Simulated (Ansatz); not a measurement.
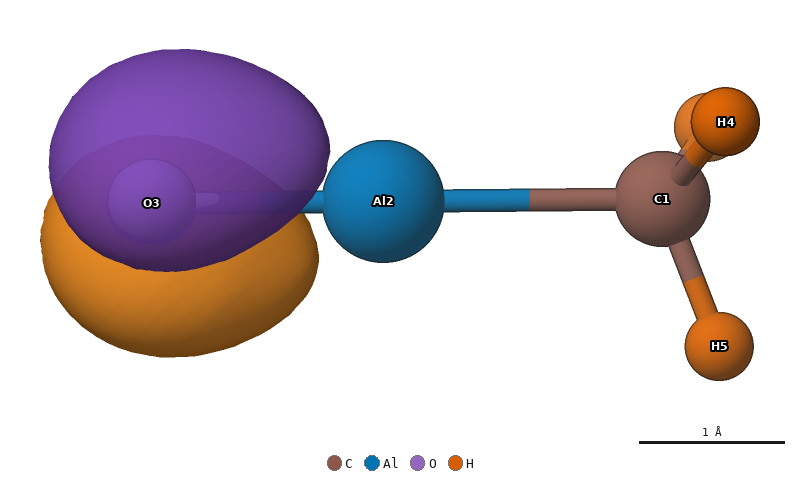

*CH$_{3}$AlO (SMILES [CH3][Al+][O-]). The HOMO at ±0.2 Å⁻³ᐟ² (orange and purple are the two phases), seen across its widest extent.*

Geometry: PBE0-D3(BJ)/pcseg-1.

The calculation used Ansatz, isolated molecule in a Gaussian basis; Kohn-Sham density functional theory, functional PBE0.

```yaml
atoms:
  - { symbol: C, position_ang: [0.9461, 0.7450, -0.6078] }
  - { symbol: Al, position_ang: [-0.3021, -0.1519, 0.5767] }
  - { symbol: O, position_ang: [-1.3376, -0.8959, 1.5593] }
  - { symbol: H, position_ang: [0.9227, 1.8294, -0.4428] }
  - { symbol: H, position_ang: [1.9690, 0.3906, -0.4298] }
  - { symbol: H, position_ang: [0.6904, 0.5496, -1.6566] }
```

> What is the character of this orbital?

By Hirshfeld shares it lies mainly on O3 (about 80 %) and Al2 (about 20 %). It is one of a degenerate set, so its orientation is arbitrary. Its energy is −7.24 eV.
